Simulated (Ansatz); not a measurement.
# What ScTeN3 in Imma, a phase reached by a soft mode distorts into, part 2 of 2

Which phase does ScTeN3 in Imma, a phase reached by a soft mode fall into along its unstable mode, and how much energy does it gain?

Ansatz 0.2.0; DFT PBEsol, scalar-relativistic, plane waves, PAW; PAW set soft_1.

So far. Step 4 (The mode frozen in, largest atomic shift 0.32 Å): The run ends at a pressure of 0.40 GPa, with forces up to 0.42 eV/Å. Step 5 (Energy along the mode, all amplitudes (two of the runs …): The lowest of the steps tried is at 0.32 Å, 19.5 meV/atom below the parent; the bottom of the well need not coincide with a step.

The structure was built from a prototype and need not be the compound's stable phase.

## 6. Relaxation from the frozen mode

Starting from the lowest point found, all atoms and the cell are let go, so that strain and other modes of the same symmetry can join in.

Contents of input.yaml:

```yaml
crystal:
  lattice:
    - [-2.7355187967, 3.9507712505, 2.7020717236]
    - [2.7355187967, -3.9507712505, 2.7020717236]
    - [2.7355187967, 3.9507712505, -2.7020717236]
  atoms:
    - { symbol: Sc, position: [0.7113521191, 0.9771690767, 0.7658169576] }
    - { symbol: Sc, position: [0.2886478809, 0.0544648385, 0.2658169576] }
    - { symbol: Te, position: [0.0, 0.5000061458, 0.5000061458] }
    - { symbol: Te, position: [0.5, 0.5000061458, 6.1458e-06] }
    - { symbol: "N", position: [0.1161190808, 0.3076292615, 0.6915101807] }
    - { symbol: "N", position: [0.8838809192, 0.5753910999, 0.1915101807] }
    - { symbol: "N", position: [0.3366220328, 0.5098910703, 0.3343997725] }
    - { symbol: "N", position: [0.6754912978, 0.5098910703, 0.6732690375] }
    - { symbol: "N", position: [0.6633779672, -0.0022222604, 0.1732690375] }
    - { symbol: "N", position: [0.3245087022, -0.0022222604, 0.8343997725] }
kpoints:
  mp_grid: { grid: [8, 8, 8] }
hamiltonian:
  xc: pbesol
  pseudopotentials: { kind: paw, azcp: { folder: soft_1 }, xc_functional: pbe }
scf:
  occupations: { method: methfessel_paxton, width: 0.2 }
output:
  forces: true
  stress: true
  eigenvalues: true
relax:
  adjacent_minimum: "off"
  f_tol: 0.002
  max_steps: 120
  cell: { stress_tol: 0.03 }
```

Launch:

```bash
$ ansatz run input.yaml --threads 8 --pin off --max-ram 16384MiB --backend cpu --events-out ev --progress --plain --runs-dir out
```

Numbers of over 12 decimals in the logs are rounded to 6 here.

The log of the run:

```text
[...]
Crystal: 10 atoms, lattice volume = 116.810 Å³
Basis set: ecut = 420 eV, 2285 PW (Γ), exchange–correlation on 80×80×80 points (8 copies of the dense FFT grid, shifted against one another)
Bands: 52, of which v1, the nominal top of the filled ones, is band 42 counted from 1 (41 counted from 0)
Symmetry: 4 space group operations
[...]
k-points: 95 of 512 (time reversal used)
[...]
SCF iter   1: F=—  HF=-20303.059209 eV  |F-HF|=—  |Δ(HF+E_count)|=         —  Δρ=1.01e-1  dr2=1.78e1  ethr=3.10e-3  ⟨swp⟩=5.9  Hψ=20197  notcnv=0
[...]
SCF iter   9: F=-20297.244021 eV  HF=-20297.244021 eV  |F-HF|=6.60e-9  |Δ(HF+E_count)|=   5.17e-9  S|Δr|=    0.00e0  Δρ=2.68e-6  dr2=1.18e-8  ethr=1.19e-10  ⟨swp⟩=4.0  Hψ=15547  notcnv=0
SCF 1 converged in 9 iterations: F = -20297.244021 eV  dr2 = 1.18e-8
[...]
relax step   1: F+E_penalty+E_count = -20297.24402122 eV  Δ(F+E_penalty+E_count) = +0.000e0 eV  max|allowed force component| = 3.863e-1 eV/Å  Δτ_max = 0.0000 Å  P = +0.396 GPa  Ω = 116.810 Å³  (9 SCF iters, dr2 threshold 1.00e-7 eV, accepted)
Crystal: 10 atoms, lattice volume = 117.010 Å³
Basis set: ecut = 420 eV, 2265 PW (Γ), exchange–correlation on 80×80×80 points (8 copies of the dense FFT grid, shifted against one another)
[...]
iter 1 solved again at ethr=1.51e-5 eV; its pass at ethr=3.10e-3 eV (dr2=1.27e-2 eV) is discarded
[...]
SCF iter   6: F=-20297.271673 eV  HF=-20297.271673 eV  |F-HF|=1.25e-7  |Δ(HF+E_count)|=   1.09e-6  S|Δr|=    0.00e0  Δρ=2.88e-5  dr2=8.27e-7  ethr=1.19e-9  ⟨swp⟩=5.8  Hψ=24421  notcnv=0
SCF 2 converged in 6 iterations: F = -20297.271673 eV  dr2 = 8.27e-7
relax step   2: F+E_penalty+E_count = -20297.27167296 eV  Δ(F+E_penalty+E_count) = -2.765e-2 eV  max|allowed force component| = 1.564e-1 eV/Å  Δτ_max = 0.0380 Å  P = +0.072 GPa  Ω = 117.010 Å³  energy of the carried Pulay correction = -3.947e-4 eV  (6 SCF iters, dr2 threshold 1.00e-6 eV, accepted)
Crystal: 10 atoms, lattice volume = 116.978 Å³
Basis set: ecut = 420 eV, 2273 PW (Γ), exchange–correlation on 80×80×80 points (8 copies of the dense FFT grid, shifted against one another)
[...]
SCF iter   6: F=-20297.281610 eV  HF=-20297.281610 eV  |F-HF|=1.76e-8  |Δ(HF+E_count)|=   5.99e-8  S|Δr|=    0.00e0  Δρ=1.09e-5  dr2=9.03e-8  ethr=1.19e-9  ⟨swp⟩=7.1  Hψ=21450  notcnv=0
SCF 3 converged in 6 iterations: F = -20297.281610 eV  dr2 = 9.03e-8
relax step   3: F+E_penalty+E_count = -20297.28160966 eV  Δ(F+E_penalty+E_count) = -9.937e-3 eV  max|allowed force component| = 1.121e-1 eV/Å  Δτ_max = 0.0182 Å  P = +0.164 GPa  Ω = 116.978 Å³  energy of the carried Pulay correction = -3.315e-4 eV  (6 SCF iters, dr2 threshold 1.00e-6 eV, accepted)
[...]
relax step   4: F+E_penalty+E_count = -20297.28450422 eV  Δ(F+E_penalty+E_count) = -2.895e-3 eV  max|allowed force component| = 7.966e-2 eV/Å  Δτ_max = 0.0124 Å  P = +0.002 GPa  Ω = 117.164 Å³  energy of the carried Pulay correction = -6.955e-4 eV  (6 SCF iters, dr2 threshold 7.86e-7 eV, accepted)
[...]
relax step   5: F+E_penalty+E_count = -20297.28514431 eV  Δ(F+E_penalty+E_count) = -6.401e-4 eV  max|allowed force component| = 5.561e-3 eV/Å  Δτ_max = 0.0046 Å  P = +0.049 GPa  Ω = 117.174 Å³  energy of the carried Pulay correction = -7.146e-4 eV  (5 SCF iters, dr2 threshold 3.97e-7 eV, accepted)
[...]
relax step   6: F+E_penalty+E_count = -20297.28507432 eV  Δ(F+E_penalty+E_count) = +6.999e-5 eV  max|allowed force component| = 2.481e-3 eV/Å  Δτ_max = 0.0006 Å  P = -0.014 GPa  Ω = 117.219 Å³  energy of the carried Pulay correction = -8.045e-4 eV  (5 SCF iters, dr2 threshold 2.87e-8 eV, accepted)
[...]
relax step   7: F+E_penalty+E_count = -20297.28510127 eV  Δ(F+E_penalty+E_count) = -2.695e-5 eV  max|allowed force component| = 2.991e-4 eV/Å  Δτ_max = 0.0002 Å  P = +0.001 GPa  Ω = 117.207 Å³  energy of the carried Pulay correction = -7.802e-4 eV  (5 SCF iters, dr2 threshold 2.74e-9 eV, accepted)
[...]
relax step   8: F+E_penalty+E_count = -20297.28602509 eV  Δ(F+E_penalty+E_count) = -9.238e-4 eV  max|allowed force component| = 2.559e-4 eV/Å  Δτ_max = 0.0000 Å  P = +0.011 GPa  Ω = 117.207 Å³  stress off target by 3.55e-2 GPa  SCF on the basis re-selected at this cell (its energy is not comparable with the rows above)  (5 SCF iters)
[...]
relax step   9: F+E_penalty+E_count = -20297.28601730 eV  Δ(F+E_penalty+E_count) = +7.786e-6 eV  max|allowed force component| = 2.248e-4 eV/Å  Δτ_max = 0.0001 Å  P = +0.006 GPa  Ω = 117.211 Å³  energy of the carried Pulay correction = -9.006e-6 eV  (4 SCF iters, dr2 threshold 3.15e-9 eV, accepted)
[...]
SCF iter   1: F=—  HF=-20297.286040 eV  |F-HF|=—  |Δ(HF+E_count)|=         —  Δρ=1.68e-6  dr2=1.86e-9  ethr=9.83e-8  ⟨swp⟩=3.2  Hψ=34409  notcnv=0
eigensolver tolerance schedule: the retry pair's looser diagonalisation over-reported the residual by 44283.61 of it (diagonalisation noise at an unbounded share of the residual, at the tolerance the schedule requests for it); recorded, not acted on — ethr = c·dr2/N_el stays at c = 1.0e-1
SCF iter   2: F=—  HF=-20297.286036 eV  |F-HF|=—  |Δ(HF+E_count)|=   3.49e-6  S|Δr|=    0.00e0  Δρ=8.80e-7  dr2=4.41e-10  ethr=2.22e-12  ⟨swp⟩=4.0  Hψ=14324  notcnv=0
[...]
SCF iter   4: F=-20297.286036 eV  HF=-20297.286036 eV  |F-HF|=3.64e-12  |Δ(HF+E_count)|=  5.82e-11  S|Δr|=    0.00e0  Δρ=1.20e-7  dr2=8.31e-12  ethr=1.00e-12  ⟨swp⟩=6.7  Hψ=22561  notcnv=0
SCF 10 converged in 4 iterations: F = -20297.286036 eV  dr2 = 8.31e-12
relax step  10: F+E_penalty+E_count = -20297.28603648 eV  Δ(F+E_penalty+E_count) = -1.918e-5 eV  max|allowed force component| = 2.293e-4 eV/Å  Δτ_max = 0.0000 Å  P = +0.006 GPa  Ω = 117.211 Å³  stress off target by 1.41e-2 GPa  SCF on the basis re-selected at this cell (its energy is not comparable with the rows above)  (4 SCF iters)
[...]
SCF converged after 4 iterations
[...]
Free energy (F): -20297.286036 eV
[...]
Internal energy: -20297.286050 eV  (E = F + TS)
E sigma→0 (E₀):  -20297.286040 eV
Entropy (-TS):   0.000013 eV (0.001 meV/atom)
Fermi energy:    12.836213 eV
[...]
--- Forces (eV/Å), atoms counted from 1 ---
  atom   1  Sc     0.00022917    -0.00000000     0.00004956
  atom   2  Sc     0.00022917    -0.00000000    -0.00004956
  atom   3  Te    -0.00004003     0.00000000    -0.00000000
  atom   4  Te    -0.00004003     0.00000000     0.00000000
  atom   5  N      0.00009393     0.00000000    -0.00003373
  atom   6  N      0.00009393     0.00000000     0.00003373
  atom   7  N     -0.00014183    -0.00014773    -0.00004081
  atom   8  N     -0.00014183     0.00014773    -0.00004081
  atom   9  N     -0.00014183     0.00014773     0.00004081
  atom  10  N     -0.00014183    -0.00014773     0.00004081
  max |Σ_I F_I| component: 1.17e-6 eV/Å
--- Stress (GPa, compression-positive) ---
        0.000782       0.000000       0.000000
        0.000000       0.003603       0.000000
        0.000000       0.000000       0.014075
  P = ⅓ Tr σ = 0.0062 GPa (0.062 kbar)
--- Band table (eV; the first three rows and the last of 95) ---
  k-point 0: bands = [... 38 lower, 11.6404, 11.8828, 11.9774, 12.0285, 13.4393, 15.3124, 15.8347, 15.9277, ... 6 higher]
  k-point 1: bands = [... 38 lower, 11.5931, 11.6394, 11.7949, 12.0114, 13.5200, 15.3906, 15.8741, 15.9273, ... 6 higher]
  k-point 2: bands = [... 38 lower, 11.4593, 11.4749, 11.6369, 11.9741, 13.7400, 15.6154, 15.9261, 15.9701, ... 6 higher]
  k-point 94: bands = [... 38 lower, 11.3363, 11.4333, 12.1099, 12.2646, 13.5863, 14.2173, 15.3982, 16.2180, ... 6 higher]
--- Relaxed structure (8 steps of the walk, 8 accepted, 2 SCFs on fresh bases) ---
  F+E_penalty+E_count = -20297.28603648 eV   max|allowed force component| = 2.293e-4 eV/Å   (the final SCF, on the basis selected at the relaxed cell)
  cell:  # Å, volume = 117.2114 Å³
    - [-2.750506, 3.956006, 2.693026]
    - [2.750506, -3.956006, 2.693026]
    - [2.750506, 3.956006, -2.693026]
  atoms:
    - { symbol: Sc, position: [0.713651, 0.990178, 0.776527] }
    - { symbol: Sc, position: [0.286349, 0.062876, 0.276527] }
    - { symbol: Te, position: [0, 0.497753, 0.497753] }
    - { symbol: Te, position: [0.5, 0.497753, -0.00224684] }
    - { symbol: N, position: [0.112007, 0.295793, 0.683785] }
    - { symbol: N, position: [0.887993, 0.571778, 0.183785] }
    - { symbol: N, position: [0.340343, 0.512899, 0.334381] }
    - { symbol: N, position: [0.678518, 0.512899, 0.672556] }
    - { symbol: N, position: [0.659657, -0.00596208, 0.172556] }
    - { symbol: N, position: [0.321482, -0.00596208, 0.834381] }
```

Elapsed: 94 s, on 8 threads of AMD EPYC 7R32 (Zen 2), shared host; peak memory 0.94 GiB; 12 min of CPU time.

Relaxation path:

| step | energy less that of the first step (eV) | largest force component (eV/Å) | pressure (GPa) | volume (Å³) |
| --- | --- | --- | --- | --- |
| 1 | 0.0000 | 0.3863 | 0.40 | 116.81 |
| 2 | -0.0277 | 0.1564 | 0.07 | 117.01 |
| 3 | -0.0376 | 0.1121 | 0.16 | 116.98 |
| 4 | -0.0405 | 0.0797 | 0.00 | 117.16 |
| 5 | -0.0411 | 0.0056 | 0.05 | 117.17 |
| 6 | -0.0411 | 0.0025 | -0.01 | 117.22 |
| 7 | -0.0411 | 0.0003 | 0.00 | 117.21 |
| 8* | -0.0420 | 0.0003 | 0.01 | 117.21 |
| 9 | -0.0420 | 0.0002 | 0.01 | 117.21 |
| 10* | -0.0420 | 0.0002 | 0.01 | 117.21 |

Relaxation steps marked * repeat the geometry before them on a plane-wave basis chosen anew for their cell, so energy and pressure can jump there.

Forces are held to the 4 operations that the run works with; a distortion that breaks them can't arise in this run.

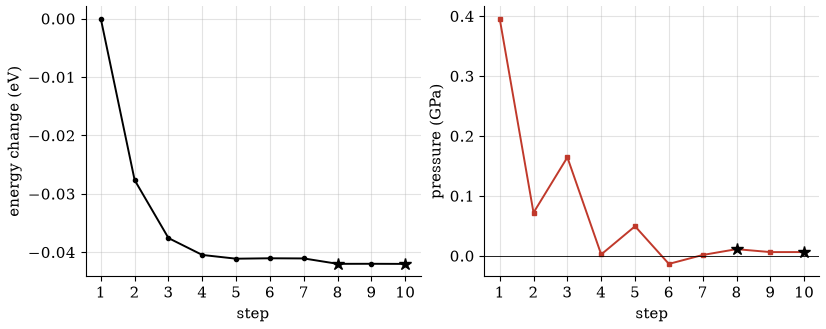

Energy and pressure along the relaxation. Stars mark steps on a basis chosen anew.

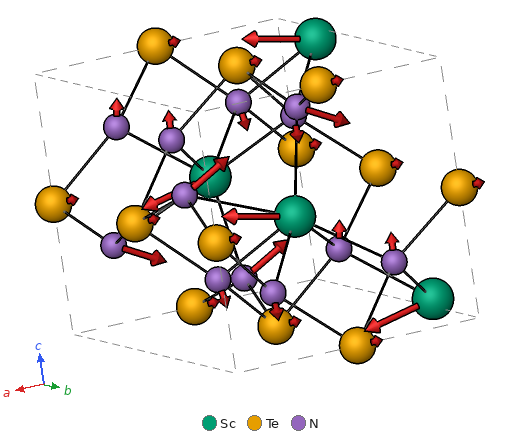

Displacements in the relaxation, exaggerated, measured against the changing cell; the longest in the cell stands for 0.06 Å. Some periodic images of atoms are drawn too.

| conventional cell, symmetrised | before | after | change |
| --- | --- | --- | --- |
| a (Å) | 7.902 | 7.912 | +0.1 % |
| b (Å) | 5.404 | 5.386 | -0.3 % |
| c (Å) | 5.471 | 5.501 | +0.5 % |
| volume (Å³/atom) | 11.68 | 11.72 | +0.3 % |

The atoms that moved most (Å, as changes of fractional coordinates times the final cell):

| atom | dx | dy | dz | length |
| --- | --- | --- | --- | --- |
| Sc2 | 0.059 | 0.000 | -0.012 | 0.060 |
| Sc1 | 0.059 | 0.000 | 0.012 | 0.060 |
| N5 | -0.042 | 0.000 | -0.022 | 0.048 |
| N6 | -0.042 | 0.000 | 0.022 | 0.048 |
| N10 | -0.002 | 0.003 | -0.018 | 0.018 |
| N9 | -0.002 | -0.003 | -0.018 | 0.018 |
| N8 | -0.002 | -0.003 | 0.018 | 0.018 |
| N7 | -0.002 | 0.003 | 0.018 | 0.018 |

Final coordinates:

```
Sc Te N
1.0
    -2.75051    3.95601    2.69303
     2.75051   -3.95601    2.69303
     2.75051    3.95601   -2.69303
Sc Te N
2 2 6
Direct
  0.71365 0.99018 0.77653
  0.28635 0.06288 0.27653
  0.00000 0.49775 0.49775
  0.50000 0.49775 0.99775
  0.11201 0.29579 0.68379
  0.88799 0.57178 0.18379
  0.34034 0.51290 0.33438
  0.67852 0.51290 0.67256
  0.65966 0.99404 0.17256
  0.32148 0.99404 0.83438
```

This step gave:

```
pressure          : 0.006153 GPa
volume per atom   : 11.72 Å³
gap on the k-mesh : 1.090 eV
```

The distorted start has space group Ima2; the relaxation ends in Ima2.

## 7. The new phase in its own primitive cell

The relaxed structure is symmetrised, reduced to its primitive cell and relaxed tightly, as its phonons need.

Contents of input.yaml:

```yaml
crystal:
  lattice:
    - [-3.9560057047, 2.6930257143, 2.7505061219]
    - [3.9560057047, -2.6930257143, 2.7505061219]
    - [3.9560057047, 2.6930257143, -2.7505061219]
  atoms:
    - { symbol: Sc, position: [0.9371241945, 0.2234730241, 0.2136511704] }
    - { symbol: Sc, position: [0.0098218537, 0.7234730241, 0.7863488296] }
    - { symbol: Te, position: [0.5022468415, 0.5022468415, 0.0] }
    - { symbol: Te, position: [0.5022468415, 0.0022468415, 0.5] }
    - { symbol: "N", position: [0.4282217785, 0.3162145306, 0.6120072479] }
    - { symbol: "N", position: [0.7042072827, 0.8162145306, 0.3879927521] }
    - { symbol: "N", position: [0.0059620812, 0.6656190633, 0.1785176347] }
    - { symbol: "N", position: [0.0059620812, 0.3274444465, 0.8403430179] }
    - { symbol: "N", position: [0.4871014285, 0.8274444465, 0.8214823653] }
    - { symbol: "N", position: [0.4871014285, 0.1656190633, 0.1596569821] }
kpoints:
  mp_grid: { grid: [6, 6, 6] }
hamiltonian:
  xc: pbesol
  pseudopotentials: { kind: paw, azcp: { folder: soft_1 }, xc_functional: pbe }
scf:
  occupations: { method: fixed }
output:
  forces: true
  stress: true
  eigenvalues: true
relax:
  adjacent_minimum: "off"
  f_tol: 0.001
  max_steps: 60
  cell: { stress_tol: 0.01 }
```

The log of the run:

```text
[...]
Crystal: 10 atoms, lattice volume = 117.211 Å³
Basis set: ecut = 420 eV, 2285 PW (Γ), exchange–correlation on 80×80×80 points (8 copies of the dense FFT grid, shifted against one another)
Bands: 52, of which v1, the nominal top of the filled ones, is band 42 counted from 1 (41 counted from 0)
Symmetry: 4 space group operations
[...]
k-points: 46 of 216 (time reversal used)
[...]
- { symbol: Te, position: [0.502247, 0.00224698, 0.500000] }
    - { symbol: N, position: [0.428217, 0.316211, 0.612007] }
    - { symbol: N, position: [0.704204, 0.816211, 0.387993] }
    - { symbol: N, position: [0.00596171, 0.665623, 0.178517] }
    - { symbol: N, position: [0.00596171, 0.327445, 0.840339] }
    - { symbol: N, position: [0.487106, 0.827445, 0.821483] }
    - { symbol: N, position: [0.487106, 0.165623, 0.159661] }
[key lines of the parts left out:]
SCF converged after 6 iterations
Free energy (F): -20297.285952 eV
Fermi energy:    12.264335 eV
P = ⅓ Tr σ = 0.0011 GPa (0.011 kbar)
```

The job ended after 21 s (8 threads; peak memory 0.76 GiB).

Little changed from the start: no atom moved by 0.005 Å and no cell edge by 0.1 %.

Numbers from this step:

```yaml
pressure: 0.001086 GPa
gap_on_the_k_mesh: 1.084 eV
direct_gap_on_mesh: 1.164 eV
```

The largest force component left is 0.17 meV/Å and the pressure is 0.001 GPa, within the tolerances set. The cell now holds 11.72 Å³/atom.

## 8. The phases reached

The phases reached along the modes that were followed are set side by side.

Energies are those of the first relaxation, on the mesh of the frozen mode; space group, volume and gap are those of the last relaxation. Phases, by row:

| mode frozen in | space group | energy from parent (meV/atom) | volume (Å³/atom) | gap on mesh (eV) | lowest zone-centre optical mode (cm⁻¹) | largest shift (Å) |
| --- | --- | --- | --- | --- | --- | --- |
| parent | Imma | 0 | 11.68 | 0.203 | – | – |
| q = (0, 0, 0), 253i cm⁻¹ | Ima2 | -23.66 | 11.72 | 1.084 | – | 0.326 |

## 9. Outcome

```json
{
 "unstable mode of the parent": "q = (0, 0, 0), 253i cm⁻¹",
 "depth at the lowest point sampled": "19.5 meV/atom",
 "largest atomic shift at that point": "0.32 Å",
 "space group reached (within 0.01 Å)": "Ima2",
 "energy gained over the parent (first relaxation, on the mesh of the frozen mode)": "23.7 meV/atom",
 "volume per atom, phase reached": "11.7 Å³",
 "gap on the k-mesh, phase reached": "1.08 eV"
}
```

What this shows: Along this mode the structure falls into Ima2, 23.7 meV/atom below the parent. At the parent's cell the well is 19.46 meV/atom deep on the steps tried, with its lowest point at a shift of 0.32 Å. Relaxing atoms and cell changes the gain by +4.20 meV/atom against the lowest step (energies at zero smearing). The modes of the phase reached were not computed on this path. Each path keeps the symmetry of its pattern, so a lower phase may lie along a pattern not tried. Spin-orbit coupling is left out, which can matter for the heavy elements here. The PAW files were made for PBE and serve the other functionals too. The starting cell was built on a prototype and not taken from a measurement, so the phase need not exist.

[Logs are printed without paths, hosts, clocks, repeated set-up lines and the standing remarks that a program may print on its own settings, such as how far it seeks lower states.]

[Hosts, paths, dates, database ids (printed as entryN), source tags and the programs' standing remarks are cut or masked in the printed files.]
